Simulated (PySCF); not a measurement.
**BSiH3 (SMILES B[SiH]) at UM06-2X/STO-3G**

What is the vertical ionisation energy of BSiH3 at UM06-2X/STO-3G? Input form: a Python script.

The calculation is run with PySCF 2.14.0.

8 further runs of the same task are left out: 8 set aside as unsound or not needed.

**1. Starting point**

BSiH3: 5 atoms, total charge 0, spin state triplet. As SMILES, `B[SiH]`. Geometry: relaxed at GFN2-xTB.

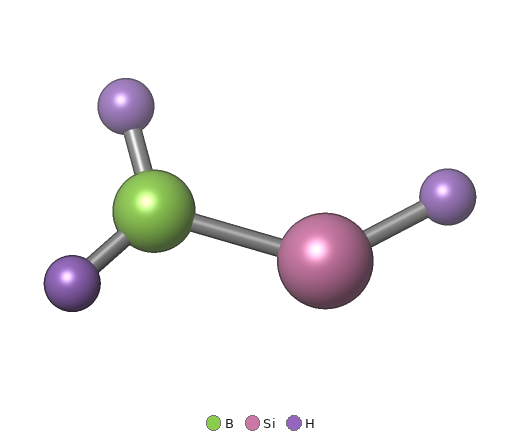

Viewed from a chosen angle; boron green, silicon pink, hydrogen purple.

**2. The energy at UM06-2X/STO-3G**

Input file run.py:

```python
from pyscf import gto, dft

molecule = gto.Mole()
molecule.atom = '''
B     -0.206730    -0.708170     0.126670
Si     0.760780     0.829450    -0.350440
H     -1.303690    -0.620750     0.549520
H      0.263590    -1.779740     0.010050
H      0.486040     2.279200    -0.335800
'''
molecule.max_memory = 1860
molecule.basis = 'sto-3g'
molecule.verbose = 4
molecule.spin = 2
molecule.build()

mf = dft.UKS(molecule)
mf.xc = 'm06-2x'
mf.grids.level = 5
mf.conv_tol = 1e-10
mf.kernel()
if not mf.converged:
    mf = mf.newton().run(mf.mo_coeff, mf.mo_occ)

e_final = mf.e_tot
print('E(%s) = %.9f' % ('M06-2X', e_final))
```

Run with:

```
$ OMP_NUM_THREADS=1 python run.py
```

The program printed:

```text
PySCF version 2.14.0

[... 55 lines left out ...]
WARN: HOMO -0.0892751635554185 >= LUMO -0.106136447518173
[... 42 lines left out ...]
converged SCF energy = -312.332994092527  <S^2> = 2.00118  2S+1 = 3.0007866
E(M06-2X) = -312.332994093
```

It took 5.7 s on 1 thread of Arm Neoverse V1, shared host; peak memory 0.21 GiB.

**3. The doublet cation, same level**

Input file calc.py:

```python
from pyscf import gto, dft

system = gto.M(
    atom='''
B   -0.206730  -0.708170   0.126670
Si   0.760780   0.829450  -0.350440
H   -1.303690  -0.620750   0.549520
H    0.263590  -1.779740   0.010050
H    0.486040   2.279200  -0.335800
''',
    spin=1,
    verbose=3,
    basis='sto-3g',
    max_memory=1860,
    charge=1,
)

calc0 = dft.UKS(system, xc='m06-2x')
calc0.grids.level = 5
calc0.conv_tol = 1e-10
calc0.kernel()
if not calc0.converged:
    calc0 = calc0.newton().run(calc0.mo_coeff, calc0.mo_occ)

e_tot = calc0.e_tot
print('E = %.10f Eh' % e_tot)
```

Run with:

```
$ OMP_NUM_THREADS=1 python calc.py
```

The program printed:

```text
WARN: HOMO -0.106136447518172 >= LUMO -0.106136447518173

converged SCF energy = -312.091134494426  <S^2> = 0.75685157  2S+1 = 2.0068399
E = -312.0911344944 Eh
```

Wall time 8.4 s (1 thread of Arm Neoverse V1, shared host); peak memory 0.21 GiB.

**4. Summary of results**

Level: UM06-2X/STO-3G.

| quantity | value |
| --- | --- |
| triplet BSiH3: total energy | -312.33299 Eh |
| triplet BSiH3: dipole moment | 1.86 D |
| triplet BSiH3: HOMO energy (highest over α and β) | -4.27 eV |
| triplet BSiH3: LUMO energy (lowest over α and β) | 2.09 eV |
| triplet BSiH3: ⟨S²⟩ | 2.001 |
| doublet cation: total energy | -312.09113 Eh |
| doublet cation: HOMO energy (highest over α and β) | -12.69 eV |
| doublet cation: LUMO energy (lowest over α and β) | -8.60 eV |
| doublet cation: ⟨S²⟩ | 0.757 |
| vertical ionisation energy (to the doublet cation) | 6.581 eV |

**Reading.** Removing an electron at fixed nuclei costs 6.58 eV (635 kJ/mol). In a minimal basis such a difference can be off by several eV, whatever the method. Mulliken charges (doublet cation) run from +0.04 on H4 to +0.80 on Si2; they depend strongly on the basis.
